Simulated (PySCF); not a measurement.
## Electronic structure of C3H10SSi4 in real space

The calculation's input:

```
{"job": {"kind": "nmr", "xc": "PBE0", "basis": "pcSseg-1"}, "charge": 0, "multiplicity": 1}
C      3.896478    -0.318712     0.038057
C      2.919318    -0.163302    -0.644993
Si     1.409649     0.076791    -1.686881
Si    -0.303953     0.345254    -0.100009
Si    -0.129258     2.231725     1.273484
Si    -1.279989    -1.613037     0.773077
C     -2.747324    -1.153470    -0.372911
S     -2.238340     0.405932    -1.192896
H      4.753250    -0.452997     0.634636
H      1.322094    -1.095531    -2.569938
H      1.659794     1.255999    -2.527268
H     -0.050656     3.485366     0.521753
H     -1.206517     2.386246     2.254833
H      1.127211     2.075050     2.010876
H     -0.771545    -2.942380     0.417547
H     -1.736666    -1.676022     2.166224
H     -3.682457    -0.958432     0.147937
H     -2.949849    -1.882162    -1.155183
```

Launched as:

```sh
OMP_NUM_THREADS=1 python probes_run.py task.json out
```

Geometry: GFN2-xTB.

All numbers below come from PBE0/pcSseg-1, SCF density, gas phase, non-relativistic in PySCF.

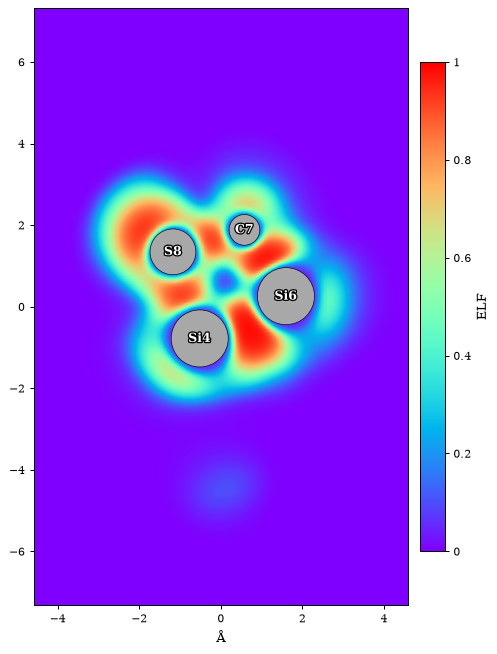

Figure 1. ELF on the plane of atoms Si4, S8 and C7. Grey discs cover the atomic cores.

Describe what can be read from this map.

The plane passes through Si, C and S nuclei.
C–S (1.83 Å): the ELF peaks at about 0.90 between the atoms; a shared electron pair.
Si–S (2.22 Å): the ELF peaks at about 0.90 between the atoms (a covalent bond).
Si–Si (2.36 Å): the ELF peaks at about 0.95 between the atoms, as expected for a shared electron pair.
C–Si (1.92 Å): the ELF peaks at about 0.95 between the atoms; localised, covalent bonding.
The ELF also peaks beside S8, away from the bonds: lone-pair regions.

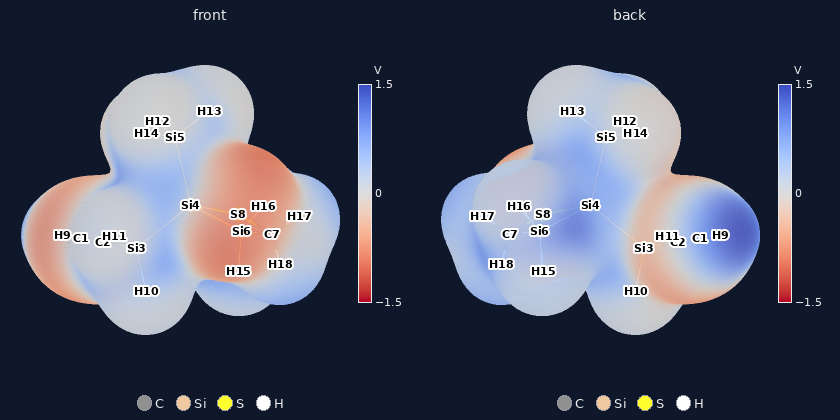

Figure 2. The electrostatic potential painted on the density surface at 0.001 e/bohr³, seen from the front and from behind; the colour scale runs from red (negative) to blue (positive).

Where is the surface potential most negative and most positive?

The most negative region (about −0.9 V, or −21 kcal/mol for a unit charge) lies over S8, the most positive (about +1.3 V, or +30 kcal/mol for a unit charge) over H9.
